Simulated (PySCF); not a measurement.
C₅H₇F₃O (SMILES COCCC(F)=C(F)F)

Input file:

```
{"job": {"kind": "uv", "xc": "B3LYP", "basis": "def2-SVPD", "nstates": 8, "ntriplets": 3}, "charge": 0, "multiplicity": 1}
C     -2.266779     0.960993     0.143788
O     -1.033293     0.501410    -0.345806
C     -0.682832    -0.768466     0.147101
C      0.688501    -1.142405    -0.426326
C      1.731163    -0.201022     0.078403
F      2.003799    -0.296956     1.395549
C      2.357107     0.725952    -0.633270
F      3.264180     1.578335    -0.177574
F      2.173798     0.889670    -1.937177
H     -3.084347     0.288334    -0.143962
H     -2.429918     1.941267    -0.297984
H     -2.251751     1.049023     1.237119
H     -0.640486    -0.753803     1.247504
H     -1.427360    -1.519998    -0.159094
H      0.938126    -2.157711    -0.113315
H      0.652494    -1.085677    -1.513033
```

Launched as:

```sh
OMP_NUM_THREADS=1 python probes_run.py task.json out
```

Geometry: GFN2-xTB.

These are results of PySCF, B3LYP/def2-SVPD, SCF density, gas phase, not measurements.

> What can the converged electron density and electron localisation function tell about the bonding?

C–F (1.33 Å): ρ at the midpoint is about 2.4 e/Å³; the ELF peaks at about 0.85 between the atoms, as expected for a polar covalent bond.
C–C (1.33 Å): ρ is about 2.4 e/Å³ halfway; the ELF peaks at about 0.90 between the atoms (a multiple bond).
C–H (1.09 Å): the density is about 2 e/Å³ at the midpoint; the ELF climbs to about 1 towards the hydrogen, as it does in any bond to H: a covalent bond by its length.
C–C (1.49 Å): the density is about 1.8 e/Å³ at the midpoint; the ELF peaks at about 0.95 between the atoms; localised, covalent bonding.

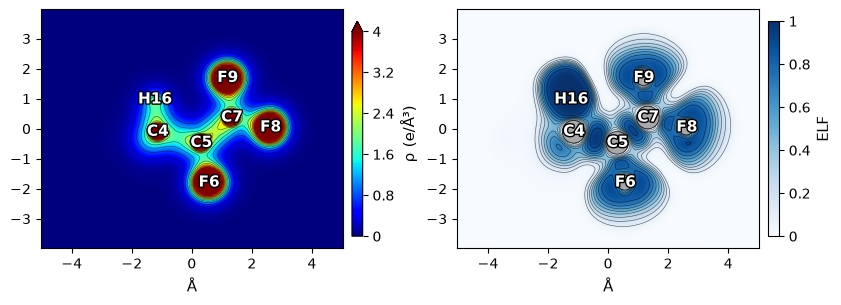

Computed electron density and electron localisation function on the plane of atoms F8, C7 and F9, in this order. Grey discs cover the atomic cores in the ELF map. 
